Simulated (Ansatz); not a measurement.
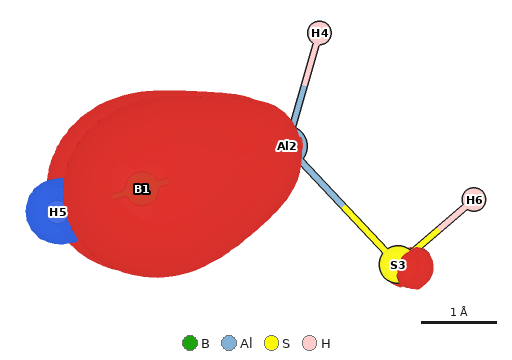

AlBH₃S (doublet). Isosurfaces of the spin density (α minus β) at +0.015 (red) and −0.015 e/Å³ (blue), seen across its widest extent.

Geometry: PBE0-D4/def2-TZVP.

All numbers below come from UKS PBE0-D4/def2-TZVPP (Ansatz).

```xyz
6

B    -0.4123   -0.0394   -1.2515
Al    0.6229   -0.2965    0.4853
S     0.8836    1.4599    1.7710
H     1.2205   -1.6991    0.9076
H    -1.0062    0.0924   -2.2703
H     1.5769    0.7711    2.6934
```

Describe the spin distribution.

The unpaired spin (1 electron) lies mostly on B1 (about 0.7) and Al2 (about 0.2), in electrons by Hirshfeld's partition.
